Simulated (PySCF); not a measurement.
# Run report: GeH$_{3}$ (charge +1), frequency calculation

- system: GeH$_{3}$, charge +1
- method: RKS-based PBE0, Ge def2-TZVP, H def2-TZVP; non-relativistic Hamiltonian; density fitting (PySCF 2.14.0)

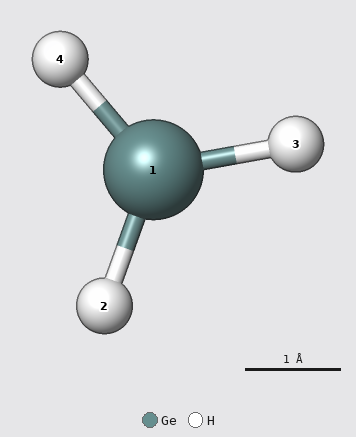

Fig. 1: The structure (ball-and-stick view, seen on its broad side; atoms are numbered from 1 in the order of the input). Sticks mark near contacts. Bond lengths as drawn: Ge–H 1.52 Å.

Input
```python
from pyscf import gto, scf, dft
mol = gto.M(atom='''
Ge    -0.000000    -0.000000     0.000000
H      1.522436     0.000009     0.000000
H     -0.761226     1.318464     0.000000
H     -0.761210    -1.318473     0.000000''',
    basis={'Ge': 'def2-TZVP', 'H': 'def2-TZVP'},
    charge=1, spin=0)
mf = dft.RKS(mol, xc='PBE0')
mf.grids.atom_grid = (75, 302)
aux = {'Ge': 'def2-universal-JKFIT', 'H': 'def2-universal-JKFIT'}
mf = mf.density_fit(auxbasis=aux)
mf.conv_tol = 1e-09
mf.diis_space = 10
mf.max_cycle = 60
mf.verbose = 4
mf.kernel()
```

The script is an equivalent of the set-up of the self-consistent field. The run itself was carried out by a driver, which started from the orbitals of the step before it where there was one and computed the further properties.

Run on 2 threads of Intel Xeon @ 2.50GHz (Skylake/Cascade Lake), 96 GiB of memory available, shared host.

Launched with:
```bash
OMP_NUM_THREADS=2 python axn.py task.json out
```

Output
```
init E= -2078.18541811678
  HOMO = -0.635314242435124  LUMO = -0.369932509728768  gap/eV = 7.22140
cycle= 1 E= -2078.18541811678  delta_E= -1.82e-12  |g|= 1.82e-06  |ddm|= 1.46e-06
  HOMO = -0.635314362469712  LUMO = -0.369932655923039  gap/eV = 7.22140
Extra cycle  E= -2078.18541811678  delta_E= -1.82e-12  |g|= 2.16e-06  |ddm|= 1.48e-06
converged SCF energy = -2078.18541811678
```

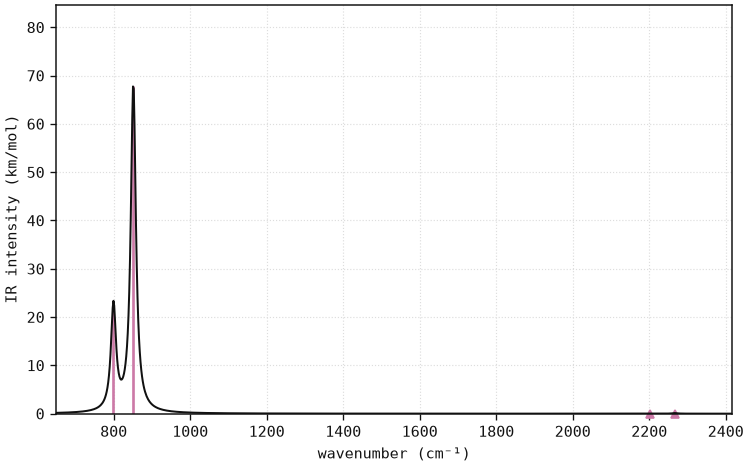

Fig. 2: Harmonic infrared spectrum, unscaled: sticks (degenerate modes added up, dark ones marked on the axis) with a Lorentzian envelope of 16 cm⁻¹ full width, scaled to the tallest stick. 6 modes from 799 to 2267 cm⁻¹, none imaginary. The strongest line is at 851 cm⁻¹ (68 km/mol). All modes, in cm⁻¹ (km/mol): 799 (22), 851 (34), 851 (34), 2203 (0.0), 2267 (0.1), 2267 (0.1).

Summary

- outcome: converged
- total energy: −2078.185418 hartree
- HOMO: −17.29 eV
- LUMO: −10.07 eV
- zero-point energy: 0.021049 hartree
- wavenumbers, lowest and highest: 799 and 2267 cm⁻¹
- wall time: 13 s (CPU time 23 s)
- peak memory: 0.81 GiB
